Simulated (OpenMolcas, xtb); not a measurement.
**CH7GaSi (SMILES [CH3][GaH][SiH3]): methods side by side**

CH7GaSi has 10 atoms, charge 0, and is taken as a singlet. SMILES: `[CH3][GaH][SiH3]`. Geometry: relaxed at PBE0-D4/def2-TZVP.

Quantity: the dipole moment, in D. The values are calculated.

```csv
level,kind,program,value (D)
GFN1-xTB,semi-empirical,xtb,1.10
HF/6-31G* (spherical functions),Hartree–Fock,OpenMolcas,0.87
SVWN5/6-31G* (spherical functions),LDA,OpenMolcas,1.04
PBE/6-31G* (spherical functions),GGA,OpenMolcas,1.04
TPSS/6-31G* (spherical functions),meta-GGA,OpenMolcas,1.03
B3LYP/6-31G* (spherical functions),global hybrid,OpenMolcas,0.97
PBE0/6-31G* (spherical functions),global hybrid,OpenMolcas,0.98
```

All-electron rows without a relativistic Hamiltonian named are non-relativistic. The values span 0.87 to 1.10 D. Magnitudes only: a small dipole may point the other way at some levels.

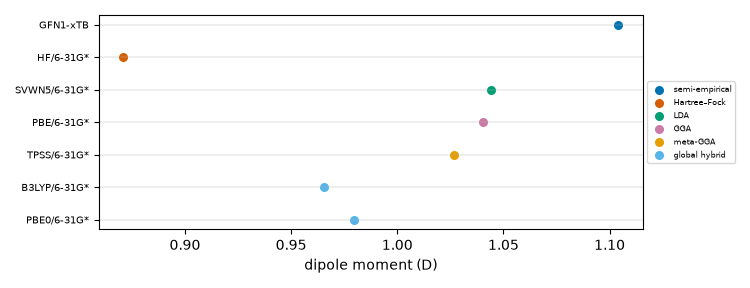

The values of the table, level by level.
